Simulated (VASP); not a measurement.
Band structure of TiPt (space group Pmma). These are PBEsol GGA, VASP's PBE PAW potentials (set 64) (plane waves; VASP) values and carry that method's errors.

Unless said otherwise, spin-orbit coupling is left out, though it shifts the bands of the heavy elements here.

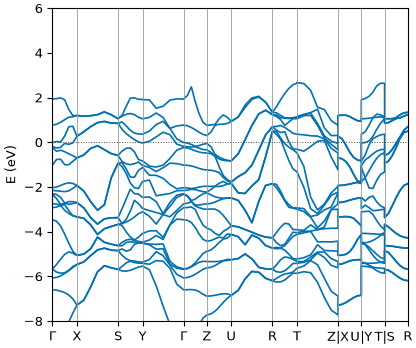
Bands along high-symmetry lines, zero at the valence-band maximum or, without a gap, the Fermi level

### Question
Read the plot: is there a gap, and where are the band edges?

### Answer
It has no gap at this level: it comes out as a metal or semimetal. (Edges off the drawn lines would not show.)

The structure comes from a computed database's TiPt entry (Pmma); how it stands against other phases isn't given here. It was relaxed first.
